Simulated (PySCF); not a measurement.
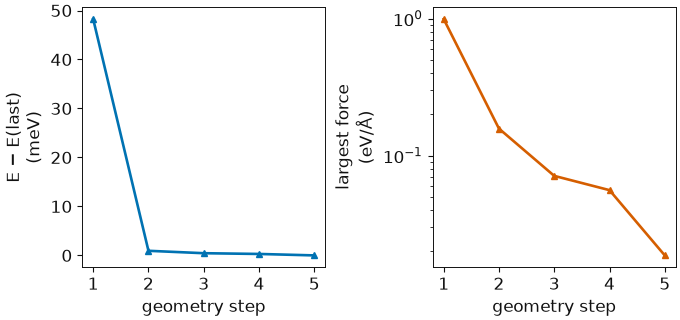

History of a geometry optimisation. The run: C$_{2}$H$_{7}$BFN (SMILES CN(C)BF), by PySCF 2.14.0, density fitting, PBE0-D3(BJ)/def2-SVP, geometry optimisation.

The optimisation met its thresholds at geometry 5, counting the start as the first. The energy fell by about 48 meV from the first step to the last. The largest force goes from about 0.99 eV/Å at the start to 0.019 eV/Å at the end.
